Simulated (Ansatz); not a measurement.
CH6N2OSi2

```yaml
atoms:
  - { symbol: C, position_ang: [0.4809, -1.7021, 3.0040] }
  - { symbol: N, position_ang: [0.1444, -2.0318, 4.0650] }
  - { symbol: N, position_ang: [-0.3863, -0.5280, 0.4307] }
  - { symbol: O, position_ang: [1.7130, -2.4275, 0.6642] }
  - { symbol: Si, position_ang: [0.9837, -1.0896, 1.3153] }
  - { symbol: Si, position_ang: [-1.8617, -1.3740, -0.0223] }
  - { symbol: H, position_ang: [1.8987, 0.0640, 1.4953] }
  - { symbol: H, position_ang: [2.0335, -2.3627, -0.2438] }
  - { symbol: H, position_ang: [-0.3503, 0.4609, 0.1882] }
  - { symbol: H, position_ang: [-2.0018, -1.4525, -1.5071] }
  - { symbol: H, position_ang: [-1.7690, -2.7460, 0.5429] }
  - { symbol: H, position_ang: [-3.0634, -0.6722, 0.5142] }
```

Geometry: B3LYP/def2-SVP.

Computed with Ansatz 0.2.0, isolated molecule in a Gaussian basis; Kohn-Sham density functional theory, functional PBE0.

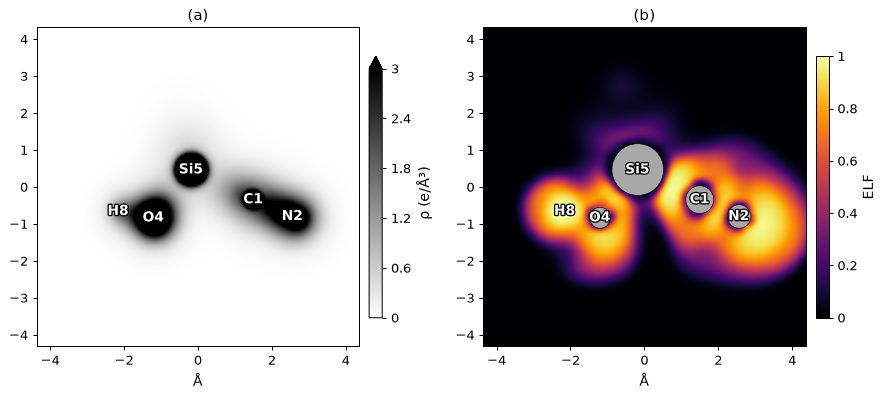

Figure 1. (a) electron density; (b) ELF on the plane of atoms Si5, O4 and H8. Grey discs cover the atomic cores in the ELF map.

**Interpret the plot.**

The plane passes through C, N, O, Si and H nuclei.
C–N (1.16 Å): ρ at the midpoint is about 3.6 e/Å³; the ELF peaks at about 0.85 between the atoms; a multiple bond.
Si–O (1.66 Å): the density is about 1.1 e/Å³ at the midpoint; the ELF peaks at about 0.90 between the atoms: a polar covalent bond.
C–Si (1.87 Å): the density is about 0.92 e/Å³ at the midpoint; the ELF peaks at about 1 between the atoms, as expected for a covalent bond.
O–H (0.97 Å): ρ is about 3.7 e/Å³ halfway; the ELF climbs to about 1 towards the hydrogen, as it does in any bond to H: an ordinary covalent bond to hydrogen.
The ELF also peaks beside O4 and N2, away from the bonds: lone-pair regions.

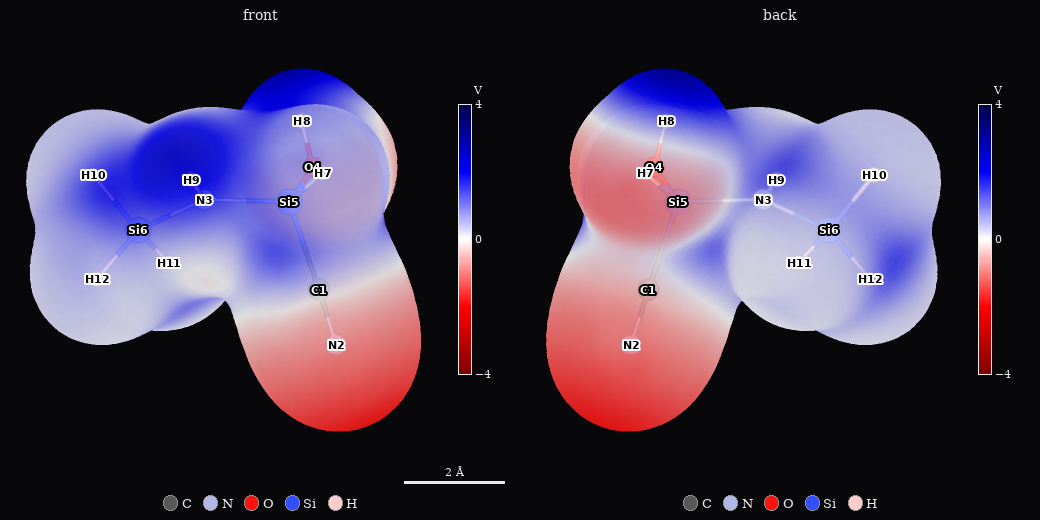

Figure 2. The electrostatic potential painted on the density surface at 0.002 e/bohr³, seen from the front and from behind; red is negative and blue positive.

**Where is the surface potential most negative and most positive?**

The most negative region (about −1.8 V) lies over N2, the most positive (about +2.9 V) over H8. N2 is the likeliest acceptor of a hydrogen bond.

**What dipole moment does the calculation give?**

Its dipole moment is 5.27 D.

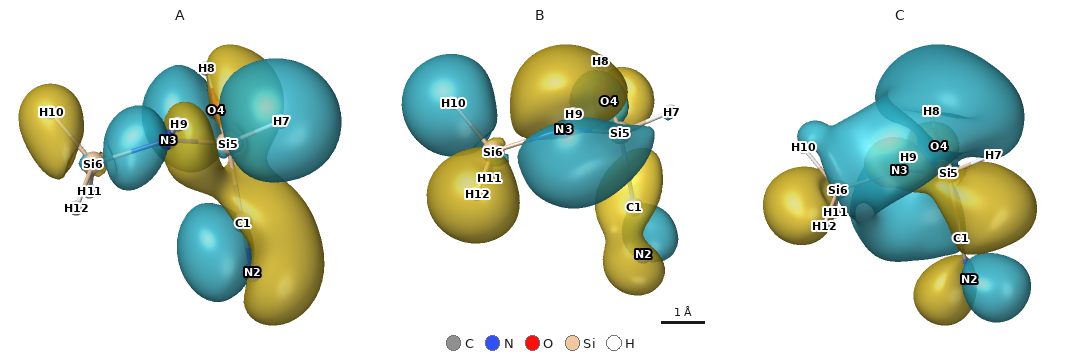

Figure 3. Three frontier orbitals at ±0.05 Å⁻³ᐟ² (yellow and cyan are the two phases), in no order.

**Which picture is the HOMO−1, the HOMO and the LUMO?**

A is the HOMO−1 (−9.61 eV). By Hirshfeld shares it lies mainly on O4 (about 25 %), H7 (about 20 %), N2 (about 15 %), Si5 (about 15 %) and C1 (about 10 %). B is the HOMO (−8.28 eV). Its weight (Hirshfeld) is mainly on N3 (about 50 %), Si6 (about 15 %), H10 (about 10 %) and H12 (about 10 %). C is the LUMO (−0.83 eV). Its weight (Hirshfeld) is mainly on Si5 (about 25 %), N2 (about 15 %), C1 (about 15 %), Si6 (about 10 %), H8 (about 5 %) and H9 (about 5 %).

**What is the HOMO–LUMO gap?**

7.45 eV between the orbital energies.
